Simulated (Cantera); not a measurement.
Charge: 1 mol Al2O3, 1.6 mol HCl, held at 1327 °C.

Equilibrium computed with Cantera from the NASA thermochemical tables; the gas is ideal and each condensed phase is pure. Candidate condensed phases: Al, AlCl3, Al2O3, H2O; 29 gas species. Gases not in the tables: Al(OH)3. The numbers say what is thermodynamically allowed, not how fast it happens.

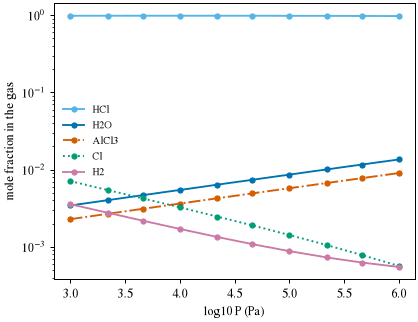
Equilibrium gas composition (values under 1e-9 drawn at 1e-9)

From 0.0100 bar to 10.0 bar the condensed part is Al2O3(s).
